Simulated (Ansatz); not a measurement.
The structure below was relaxed with PBE, PAW, 420 eV (Ansatz, a first-principles code; without spin-orbit coupling), earlier PAW set, at pressure 7.5 GPa.

```
CELL_PARAMETERS angstrom
      4.19852     0.00000     0.00000
     -2.09926     3.63602     0.00000
      0.00000     0.00000     6.87764
ATOMIC_POSITIONS crystal
  Cd 0.66667 0.33333 0.99987
  Cd 0.33333 0.66667 0.49987
  Se 0.66667 0.33333 0.62533
  Se 0.33333 0.66667 0.12533
```

Problem. Find the space group and the Wyckoff positions.

Solution. Space group P6₃mc (No. 186); a = b = 4.199 Å, c = 6.878 Å, α = β = 90.00°, γ = 120.00°

```
atom  site  symmetry       x       y       z
----  ----  --------  ------  ------  ------
Cd      2b       3m.  0.3333  0.6667  0.4999
Se      2b       3m.  0.3333  0.6667  0.1253
```

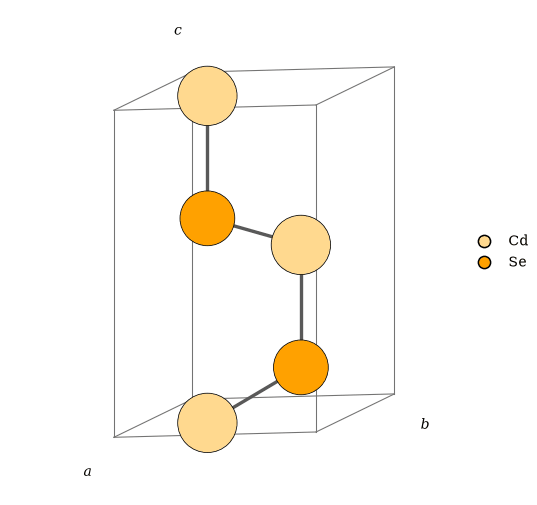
*The conventional cell*

Load acts through the strain it causes; cell and atoms are relaxed under it. Stability against distortions was not tested. Measured, CdSe leaves this structure (for rock salt) near 2.72 GPa (temperature not stated; as listed in Datta, Sujoy, Jana, Debnarayan, arXiv (2020)), on rising pressure, with hysteresis. The cell was made from CdSe in the wurtzite structure (space group P6_3mc, No. 186) by this change: pressure 7.5 GPa.
